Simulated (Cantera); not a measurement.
Input: 1 mol MgCO₃, 0.011 mol C, 0.041 mol CO₂, equilibrated at 10000 Pa.

Equilibrium computed with Cantera from the NASA thermochemical tables; the gas is ideal and each condensed phase is pure. Candidate condensed phases: C, Mg, MgCO₃, MgO; 15 gas species. Rates play no part.

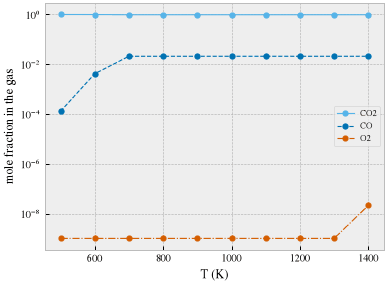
Figure: Equilibrium gas composition (values under 1e-9 drawn at 1e-9)

From 500 K to 600 K the condensed part is C(graphite) + MgCO₃(s). From 700 K to 1400 K the condensed part is MgO(s).
